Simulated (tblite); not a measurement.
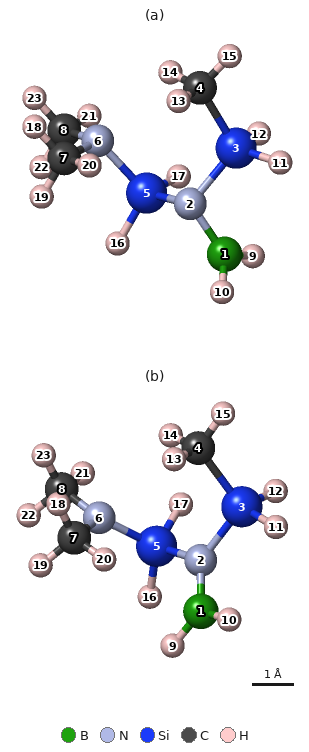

The structure of C$_{3}$H$_{15}$BN$_{2}$Si$_{2}$ before (top) and after (bottom) a relaxation, at one scale.

Style: ball-and-stick. Shown at a tilt.

All numbers below come from GFN2-xTB geometry optimisation, gas phase (tblite). 

Describe what moved and what it gained.

H9 moves most after the best rigid fit: 2.32 Å. Largest moves by element: H 2.32 Å, B 0.73 Å, N 0.55 Å, C 0.52 Å, Si 0.51 Å. Some distances before and after: B1–N2 1.538 → 1.401 Å, Si5–N6 1.812 → 1.718 Å, C4–H13 1.121 → 1.087 Å, N2–Si3 1.792 → 1.759 Å. Bond angles that change, for instance: B1–N2–Si3 107.0° → 122.7°, B1–N2–Si5 107.6° → 120.7°, Si5–N6–C7 109.3° → 122.3°. The energy falls by 31.2 kcal/mol in 189 geometry steps. Cost: 2 s on 1 thread of Arm Neoverse V1, with other jobs on the host.
